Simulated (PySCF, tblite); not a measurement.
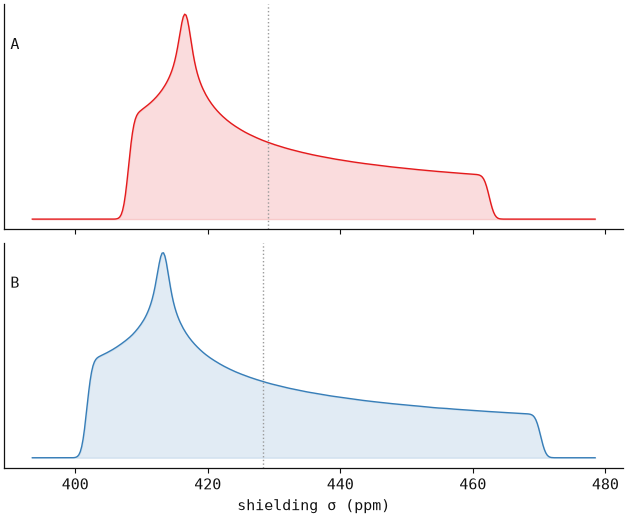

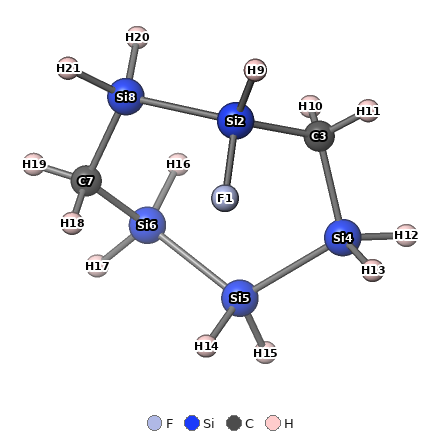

Static powder patterns (²⁹Si) from GIAO shielding tensors of C₂H₁₃FSi₅, SMILES F[Si@H]1C[SiH2][SiH2][SiH2]C[SiH2]1, PBE0/pcSseg-1, PySCF, at a GFN2-xTB geometry (a minimum by its frequencies); absolute shielding, one fixed geometry of the isolated molecule without any motion, no dipolar terms. The dotted line is the isotropic value; skew is 3(σiso − σ22)/span.

> The patterns belong to Si4 and Si8, from the top. Give the principal values, span and skew.

Si4: σ11, σ22, σ33 = 408, 417, 462 ppm, isotropic 429, span 54 ppm, skew 0.69; Si8: σ11, σ22, σ33 = 402, 413, 470 ppm, isotropic 428, span 68 ppm, skew 0.66.

Known limits of this run: the tight-binding geometry is rougher than a DFT one and adds to the error; one conformer of a flexible molecule.
